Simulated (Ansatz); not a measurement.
Method: PBE (plane waves to 420 eV, PAW; Ansatz, a quantum-chemistry and plane-wave program).

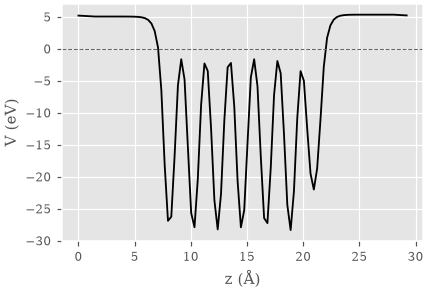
Fig. 1. Electrostatic potential energy of an electron, averaged over planes parallel to the surface, in eV from the Fermi level, for a constructed model of the (0001) surface of hcp Ru, a pseudomorphic layer of Os in the host's stacking (bottom of the slab: a bare face, its two planes held)

Model: 7-atom slab, 13.3 Å thick at the start with caps and adatoms (thin: gaps and levels are the slab's own), 16x16x1 mesh, Fermi-Dirac 0.1 eV, dipole correction, 2 atoms held, the rest relaxed; start symmetry kept, larger cells not searched; no spin, no spin-orbit, no U. In PBE it is, or lies within 0.01 eV a 1x1 cell of, the lowest of the 2 structures of its composition computed so far; subsurface sites and larger cells were not tried.

The vacuum level lies 5.34 eV above the Fermi level over the top face and 5.05 eV above it under the bottom face.
